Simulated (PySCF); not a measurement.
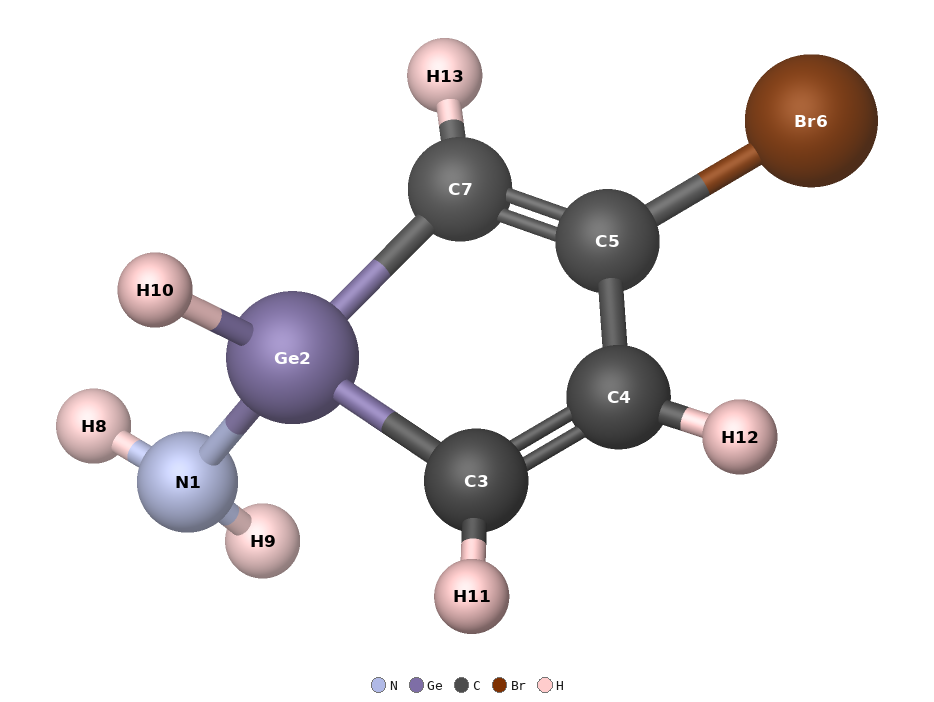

The geometry was computed by an optimisation with GFN2-xTB. No frequency run is at hand to confirm it as a minimum. Level of theory: B3LYP/pcJ-1 (pcSseg-1 on Br) (pcSseg-1 on Ge) indirect spin-spin coupling, non-relativistic, gas phase (PySCF 2.14.0). Isotopes: 13C, 1H, 15N.

Give the spin–spin coupling constants of these pairs, with the number of bonds between them: N1/H9, N1/H8, N1/H10, N1/C7, N1/C3, N1/C4.

```json
{"pair": "N1, H9", "bonds apart": "1", "J (Hz)": "−73.1"}
{"pair": "N1, H8", "bonds apart": "1", "J (Hz)": "−73.9"}
{"pair": "N1, H10", "bonds apart": "2", "J (Hz)": "−10.8"}
{"pair": "N1, C7", "bonds apart": "2", "J (Hz)": "1.3"}
{"pair": "N1, C3", "bonds apart": "2", "J (Hz)": "−4.6"}
{"pair": "N1, C4", "bonds apart": "3", "J (Hz)": "−0.9"}
```

The geometry is semi-empirical. Around Br, Ge such bond lengths and angles can be off by a tenth of an ångström or more and by several degrees, and values that hang on the shape move with them.
